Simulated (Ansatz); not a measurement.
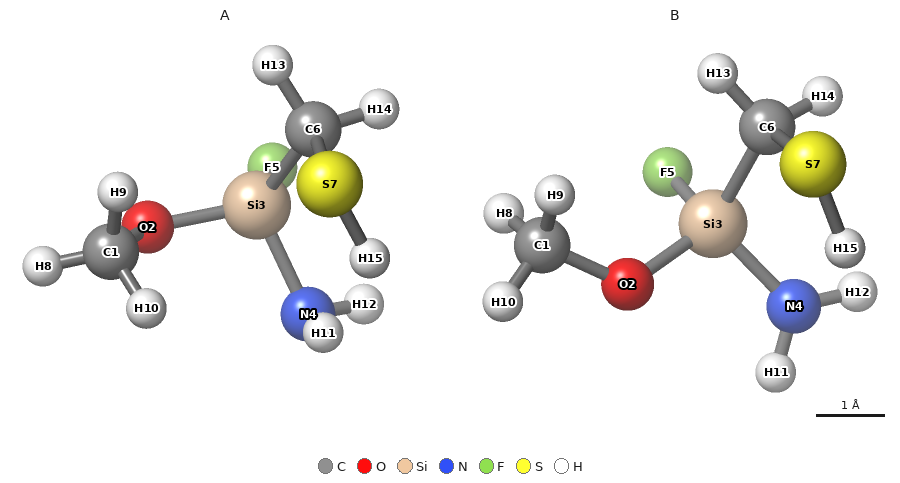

Two geometries of C₂H₈FNOSSi, drawn at one scale. One is the start of a relaxation, the other its converged end. A ball-and-stick model, seen from a free direction.

Method: RKS BLYP/6-31G in Ansatz. Set-up: no spin polarisation; force threshold 0.015 eV/Å; at most 40 steps.

**Which one is relaxed?**

Structure B is the relaxed one. The run prepares an end point of a later path (torsion) calculation, from a guessed geometry. The atom that moves furthest after the best rigid fit is H10 (1.39 Å). By element the largest moves are H 1.39 Å, O 1.25 Å, F 0.88 Å, S 0.58 Å, N 0.54 Å, Si 0.36 Å. Near-neighbour distances that change, for instance: C6–S7 1.813 → 1.931 Å, Si3–F5 1.624 → 1.723 Å, S7–H15 1.319 → 1.395 Å, O2–Si3 1.651 → 1.725 Å. Bond angles that change, for instance: Si3–N4–H12 104.9° → 123.4°, N4–Si3–F5 100.3° → 114.1°, Si3–N4–H11 107.0° → 120.6°. Groups turn about C1–O2 by about 125°, O2–Si3 by about 105°. The energy falls by 42.6 kcal/mol in 25 accepted moves (26 points after the start). Largest force component: 4.5 eV/Å at the start, 0.0087 eV/Å at the end. The line search rejected the trial step at point 13 of the run.

Limits of the set-up: the basis has no polarisation functions, which atoms past neon need.
